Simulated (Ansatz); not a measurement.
# Nudged elastic band, with input and output: C$_{2}$H$_{8}$N$_{2}$Si (part 2 of 2)

The same run, continued: C$_{2}$H$_{8}$N$_{2}$Si; RKS CAM-B3LYP/def2-SVP (Ansatz 0.2.0). The run did not end well. One setting was made poor on purpose. It belongs to a series of runs on one base structure; here: band between the two ends.

Geometry of the input (Å):
```
N  -2.1661  0.7691  0.3151
C  -1.0154  0.7734  -0.2119
C  0.1857  0.1660  0.4580
N  1.4350  0.8929  0.2707
Si 0.4865  -1.6396  -0.0739
H  -2.8534  1.2081  -0.3041
H  -0.8059  1.2131  -1.2105
H  -0.0464  0.1078  1.5349
H  1.3756  1.8442  0.6299
H  1.6926  0.9541  -0.7130
H  1.0023  -1.6408  -1.4748
H  -0.7738  -2.4285  -0.0233
H  1.5038  -2.2546  0.8175
```

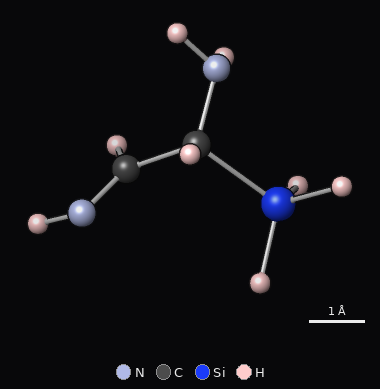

*The input geometry (ball-and-stick view, seen on its broad side).*

```
Unfinished report: {"positions_ang":[[-2.102956841867884,0.9113937936816584,0.037532031871054986],[-1.0517532339284397,0.7053796148308994,-0.1783579351012397],[0.17254497441260275,0.22655519209359662,0.5277816941654226],[1.2410338850292766,1.1539504543192778,0.16843549981857991],[0.5061596716802207,-1.5537686479038928,-0.04813394875398337],[-2.796578367746428,1.1697610308275412,-0.6335521548737554],[-1.2182523509395256,1.0523995862247868,-1.0419632178473357],[-0.017913122687804976,0.2325120418061229,1.6156820394243685],[1.819401642196617,1.2386186774839334,0.9681309811322765],[1.6739936380654201,0.8811936936759943,-0.7052078786314377],[0.7912994581688806,-1.480984815910545,-1.5137978475812972],[-0.6673458171237774,-2.4578450340811444,0.13606986940595175],[1.6708674647408424,-2.1139665770482288,0.6820808669713949]],"unchecked":["starts","cluster_reference","orbital_swaps","neighbouring_geometries","increment"],"mean_field":{"relativity":"none","state":{"energy":{"ev":-13047.368931954172,"hartree":-479.4819644250154},"converged":true,"gradient_ev":0.00001742808259234998,"stability":{"kind":"minimum","curvature_ev":20.62312262049978},"curvature_floor_ev":0.00030000000000000003,"spin_squared":1.7763568394002505e-14},"others":[],"fillings":{"estimated":0,"unestimated":0,"tried":0,"untried":0,"excluded_magnetic_sites":0},"n_dropped_functions":0,"n_trapped_functions":0,"passes":{"evaluations":5,"products":32},"factors":{"origin":"Cholesky decomposition","count":1269,"bound_ev":0.0008818671542202749},"gradient_stop_ev":0.00009,"reference_kind":"stationary","functional":{"name":"CAM-B3LYP","citations":["Yanai, Tew & Handy, Chem. Phys. Lett. 393, 51 (2004) doi:10.1016/j.cplett.2004.06.011","Iikura, Tsuneda, Yanai & Hirao, J. Chem. Phys. 115, 3540 (2001) doi:10.1063/1.1383587","Becke, Phys. Rev. A 38, 3098 (1988) doi:10.1103/PhysRevA.38.3098","Lee, Yang & Parr, Phys. Rev. B 37, 785 (1988) doi:10.1103/PhysRevB.37.785","Vosko, Wilk & Nusair, Can. J. Phys. 58, 1200 (1980) doi:10.1139/p80-159"],"text":"name \"CAM-B3LYP\"\ncite \"Yanai, Tew & Handy, Chem. Phys. Lett. 393, 51 (2004) doi:10.1016/j.cplett.2004.06.011\"\ncite \"Iikura, Tsuneda, Yanai & Hirao, J. Chem. Phys. 115, 3540 (2001) doi:10.1063/1.1383587\"\ncite \"Becke, Phys. Rev. A 38, 3098 (1988) doi:10.1103/PhysRevA.38.3098\"\ncite \"Lee, Yang & Parr, Phys. Rev. B 37, 785 (1988) doi:10.1103/PhysRevB.37.785\"\ncite \"Vosko, Wilk & Nusair, Can. J. Phys. 58, 1200 (1980) doi:10.1139/p80-159\"\nparameter alpha = 0.19\nparameter beta = 0.46\nparameter omega = 0.33/bohr\nparameter ac = 0.81\n# Exact exchange under (alpha + beta erf(omega r))/r, Becke's under what is left of 1/r.\nexchange = (1 - alpha - beta)*b88_x + beta*b88_x_sr(omega) + alpha*exact_x + beta*exact_x_lr(omega)\ncorrelation = (1 - ac)*vwn5_c + ac*lyp_c\n","parameters":{"ac":{"value":0.81,"default":0.81},"alpha":{"value":0.19,"default":0.19},"beta":{"value":0.46,"default":0.46},"omega":{"value":0.33,"default":0.33,"unit":"/bohr"}},"final_grid":{"core_spheres":13.0,"valence_spheres":11.0,"degree":36.0},"final_grid_parameter_source":"default","radial_points_factor":1.0,"radial_grid_error_ev":3.761455755150831e-7,"grid_sensitivity":"normal","grid_sensitivity_ratio":0.001105456905326488},"unsmoothed_excess_ev":-0.00013355237282677493,"symmetry":{"irreps":["A"],"axes":[[0.999991961494281,-0.0006842539289012242,0.003950790222365484],[0.0006793774584569614,0.9999990059768354,0.0012355126910964312],[-0.003951631699601574,-0.0012328186816004307,0.999991432345802]],"occupied":[{"A":24},{"A":24}]},"held":{"pivots":1269,"left_out":0,"joined":0},"density_repulsion":{"missed_ev":0.000015809701659955345,"excess_ev":1.62952247787563e-7,"most_excess_ev":0.0001296,"are_drawn_again":false,"n_first_factors":1269,"energy_change_ev":0.0,"n_dropped_ends":0}},"factors":{"origin":"Cholesky decomposition","count":1269,"bound_ev":0.0008818671542202749},"n_frozen":0,"n_occupied":[24,24],"n_virtual":[90,90],"reference":{"ev":-13047.368931954172,"hartree":-479.4819644250154},"total":{"ev":-13047.368931954172,"hartree":-479.4819644250154},"forces_ev_per_angstrom":[[-23.761414970979104,1.7346419099136379,12.297027598842348],[18.842750001072428,-4.308834084743423,-1.8169448483474138],[-0.7655732360586514,-0.033561671356059725,-0.09739505225711555],[-1.1834486219765734,-0.19411149562164548,-0.11243857495031406],[-0.13938616805595955,-0.16798732699753455,-0.00003251152026132733],[-0.030982253150698063,0.584042610036376,-0.7736303802562947],[4.697084216518453,1.9584480108904891,-10.069376713532426],[0.03196500768758248,0.09943864816519071,-0.03364354471364157],[1.4313356184314592,0.1986720907747914,0.335798674878845],[0.605203447448595,0.1328277940336931,0.17268901715799218],[0.11116083206672384,-0.020587417000748218,0.07592857101477066],[0.035314907615752615,0.04773384098101055,0.048471397655152564],[0.12599121938692684,-0.03072290907645875,-0.026453633982705456]],"charge_distribution":{"dipole_moment_e_ang":[0.22292555360978542,-0.035706432651488776,-0.16728943825535839],"mulliken_charges_e":[0.0411681737787184,-0.12378538087998425,-0.09591187863643302,-0.20128964729547238,0.4146745337576103,0.08344609885519982,-0.08068304625205625,0.01881579370000519,0.10567780912788871,0.11059987102763935,-0.09693250102602491,-0.08788421863684093,-0.08789560752023773],"lowdin_charges_e":[0.17094573184643735,-0.1657553101965501,-0.14599464186062683,0.1437436582228191,0.32894818390004943,-0.013667466494431402,-0.06850796150004079,0.012096370231441833,-0.013360412636540309,-0.002565703654216378,-0.08241028948866913,-0.08108268371712879,-0.08238947465250779]},"n_threads":2,"memory_gib":2.556818182580173,"seconds":{"hamiltonian":3.064164173,"orbitals":0.0,"second_order":0.0,"solver_start":0.0,"cycles":0.0,"cycle":0.0,"perturbative":0.0,"full_ci_increment":0.0,"forces":0.0}}
this run last wrote the band of iteration 3 to [file]
Error: NEB band did not converge after 3 iterations: max|band force component| = 2.40e1 eV/Å (threshold 5.0e-2); raise `neb.max_iterations` in a new run, which can start from the last band evaluated (`neb.initial_path`, with `crystal.atoms` and `neb.final_atoms` set to its first and last images), add images, or start from endpoints closer to local minima. Where this run's directory can be resumed (`checkpoint.write`), a resume goes on for up to `neb.max_iterations` more; to start a new run from the last band, take its images' positions from the `neb_iteration` event of iteration 3 (`data.images[].positions_ang`), in the event stream of the run that computed that iteration (not this run's, if it was resumed behind it). With `checkpoint.write`, `steps/00-neb/state/checkpoint.json` in the run directory holds the last saved band, under `neb.evaluated.images[].positions_ang` (a band under a hybrid functional on support functions is neither saved nor resumed: `neb.initial_path` says where its path is): check the last entry of `neb.iterations` there, which is earlier than 3 if that iteration was not saved or its write failed. If the band's step has no `state` directory and holds `state.next`, a write was cut short, and the file is under `state.next` instead (behind a loss of power it can be under `state.prev`)
this run wrote the band of iteration 3 to [file] as well, whether or not its events were kept: a new run's `neb.initial_path` can list its `images[].positions_ang`
a run's events are kept only if it was started with --events-out <file>, and are in that file
```

### The last band as extended XYZ (Å, eV, eV/Å)
```
13
Properties=species:S:1:pos:R:3:forces:R:3 image=0 energy=-13052.06723
N    -2.1661    0.7691    0.3151    0.0091  -0.0078  -0.0059
C    -1.0154    0.7734   -0.2119   -0.0108   0.0091  -0.0016
C     0.1857    0.1660    0.4580   -0.0020  -0.0022   0.0124
N     1.4350    0.8929    0.2707    0.0041   0.0073  -0.0073
Si    0.4865   -1.6396   -0.0739    0.0018  -0.0059   0.0033
H    -2.8534    1.2081   -0.3041   -0.0008   0.0045   0.0003
H    -0.8059    1.2131   -1.2105   -0.0007  -0.0032   0.0001
H    -0.0464    0.1078    1.5349   -0.0014  -0.0061  -0.0015
H     1.3756    1.8442    0.6299    0.0029   0.0007   0.0006
H     1.6926    0.9541   -0.7130   -0.0007   0.0001   0.0001
H     1.0023   -1.6408   -1.4748   -0.0014   0.0016   0.0009
H    -0.7738   -2.4285   -0.0233   -0.0013   0.0026  -0.0012
H     1.5038   -2.2546    0.8175    0.0012  -0.0005  -0.0002
13
Properties=species:S:1:pos:R:3:forces:R:3 image=1 energy=-13052.02873
N    -2.1148    1.0249    0.3549    0.0970  -0.2873   0.1638
C    -1.0404    0.7197   -0.2444   -0.2029   0.3535   0.1405
C     0.1515    0.1299    0.4561    0.1301   0.1037  -0.0445
N     1.3869    0.9003    0.2836   -0.2587  -0.6850   0.3462
Si    0.5264   -1.6532   -0.0848    0.0185  -0.0277   0.0169
H    -2.8133    1.4085   -0.2871    0.0706   0.0665  -0.0818
H    -0.8939    0.9229   -1.3208    0.0781  -0.0749  -0.1926
H    -0.0975    0.0872    1.5292   -0.0107  -0.0057  -0.0068
H     1.3368    1.7978    0.7493    0.0510   0.2852  -0.2332
H     1.6661    0.9714   -0.6874    0.0348   0.3069  -0.1063
H     0.9889   -1.6192   -1.5039    0.0060  -0.0097   0.0003
H    -0.6845   -2.5146    0.0040   -0.0097  -0.0058  -0.0135
H     1.6082   -2.2104    0.7661   -0.0041  -0.0196   0.0108
13
Properties=species:S:1:pos:R:3:forces:R:3 image=2 energy=-13051.85359
N    -2.0893    1.1995    0.3118    0.3061  -0.5481   0.2018
C    -1.0822    0.6741   -0.2590   -0.3162   0.6996   0.1296
C     0.1186    0.1410    0.4744    0.5029   0.2250  -0.0031
N     1.3649    0.9072    0.2959   -0.7801  -1.2985   0.3832
Si    0.5353   -1.6193   -0.0882   -0.0710  -0.0931   0.0647
H    -2.7997    1.4568   -0.3770    0.0242   0.1766  -0.0852
H    -1.0191    0.6311   -1.3601    0.1112  -0.1423  -0.2058
H    -0.1163    0.1359    1.5505   -0.0957  -0.0468  -0.0333
H     1.4611    1.6806    0.9299    0.1528   0.6009  -0.3600
H     1.7043    0.9580   -0.6511    0.1307   0.5735  -0.0828
H     0.8644   -1.5275   -1.5413    0.0593  -0.0404  -0.0045
H    -0.6301   -2.5315    0.0728   -0.0100  -0.0787  -0.0295
H     1.7086   -2.1407    0.6562   -0.0142  -0.0277   0.0250
13
Properties=species:S:1:pos:R:3:forces:R:3 image=3 energy=-13051.61118
N    -2.1392    1.1902    0.2637   -0.3078   0.1598   1.3951
C    -1.1153    0.6617   -0.2276    0.2982  -0.1684   0.0553
C     0.1280    0.1935    0.4760   -0.7118  -0.4013   0.4641
N     1.1977    1.1136    0.2028   -0.7105  -0.1002  -1.2251
Si    0.5399   -1.5769   -0.0789   -0.2451  -0.1437  -0.2004
H    -2.7329    1.4157   -0.5204   -0.7371   0.3140  -0.2028
H    -1.1163    0.5710   -1.2956    0.6987  -0.3255  -1.3599
H    -0.0543    0.2092    1.5664   -0.2350  -0.0771  -0.1516
H     1.5899    1.4367    1.0429    1.2307   0.5974   0.8710
H     1.8090    0.8511   -0.5559    0.4877   0.1333   0.1847
H     0.7831   -1.4625   -1.5522    0.1531  -0.0701   0.0831
H    -0.6130   -2.5074    0.0973    0.0470   0.0073   0.0667
H     1.7439   -2.1308    0.5961    0.0320   0.0744   0.0197
13
Properties=species:S:1:pos:R:3:forces:R:3 image=4 energy=-13047.36880
N    -2.1030    0.9114    0.0375  -23.7614   1.7346  12.2970
C    -1.0518    0.7054   -0.1784   18.8427  -4.3088  -1.8169
C     0.1725    0.2266    0.5278   -0.7656  -0.0336  -0.0974
N     1.2410    1.1540    0.1684   -1.1834  -0.1941  -0.1124
Si    0.5062   -1.5538   -0.0481   -0.1394  -0.1680   0.0000
H    -2.7966    1.1698   -0.6336   -0.0310   0.5840  -0.7736
H    -1.2183    1.0524   -1.0420    4.6971   1.9584 -10.0694
H    -0.0179    0.2325    1.6157    0.0320   0.0994  -0.0336
H     1.8194    1.2386    0.9681    1.4313   0.1987   0.3358
H     1.6740    0.8812   -0.7052    0.6052   0.1328   0.1727
H     0.7913   -1.4810   -1.5138    0.1112  -0.0206   0.0759
H    -0.6673   -2.4578    0.1361    0.0353   0.0477   0.0485
H     1.6709   -2.1140    0.6821    0.1260  -0.0307  -0.0265
13
Properties=species:S:1:pos:R:3:forces:R:3 image=5 energy=-13048.79406
N    -2.1458    0.4902   -0.2998  -16.6575 -11.4516  -0.1948
C    -1.0857    0.8151   -0.1141   12.9630   2.4894   2.6841
C     0.1742    0.2360    0.4559   -0.2954  -0.1276   0.3426
N     1.3088    1.0929    0.1321   -1.4341  -0.0899  -0.4348
Si    0.4657   -1.5766   -0.0211   -0.1932  -0.0811  -0.1316
H    -2.8362    1.0572   -0.7511   -0.0040   0.7581  -0.2502
H    -1.2435    1.6554   -0.5457    3.8635   8.5329  -2.5328
H     0.0317    0.2393    1.5499    0.0421   0.0493   0.0487
H     1.9314    1.1855    0.8977    1.0868   0.0011   0.3691
H     1.7055    0.8925   -0.7763    0.4820   0.0255   0.1303
H     0.7182   -1.5748   -1.4899    0.0698  -0.1014  -0.0264
H    -0.6779   -2.4765    0.2860    0.0122  -0.0070   0.0011
H     1.6740   -2.0709    0.6909    0.0648   0.0022  -0.0053
13
Properties=species:S:1:pos:R:3:forces:R:3 image=6 energy=-13052.13015
N    -1.9596    0.1754   -0.6518    0.0006  -0.0003   0.0000
C    -1.0848    0.9024   -0.0977   -0.0051   0.0017  -0.0032
C     0.1639    0.3044    0.4855    0.0035   0.0006   0.0042
N     1.3112    1.1528    0.1568   -0.0012  -0.0024  -0.0006
Si    0.3519   -1.5355   -0.0018    0.0002   0.0013   0.0017
H    -2.7574    0.7262   -0.9798   -0.0010   0.0003  -0.0005
H    -1.1548    2.0037   -0.0096    0.0025  -0.0017   0.0014
H     0.0357    0.3477    1.5836    0.0008  -0.0013  -0.0012
H     2.1224    0.9135    0.7220   -0.0003   0.0006   0.0007
H     1.5851    1.0381   -0.8182    0.0005   0.0011  -0.0014
H     0.4766   -1.6499   -1.4801    0.0001  -0.0006  -0.0005
H    -0.7184   -2.4285    0.5124    0.0002   0.0003  -0.0004
H     1.6486   -1.9849    0.5934   -0.0009   0.0004  -0.0002
```

### What the run reported

| quantity | value |
| --- | --- |
| outcome | not converged |
| barrier, forward (band not converged) | 4.698 eV |
| barrier, backward | 4.761 eV |
| wall time | 51 s (CPU time 100 s) |
| peak memory | 0.32 GiB |

### Diagnosis

The run did not converge: “NEB band did not converge after 3 iterations: max|band force component| = 2.40e1 eV/Å (threshold 5.0e-2); raise `neb.max_iterations` in a new run, which can start from the last band evaluated (`neb.initial_path`, with `crystal.atoms` and `neb.final_atoms` set to its first and last images), add images, or start from endpoints closer to local minima …” Its last values are not results. A deliberately poor setting: few iterations.
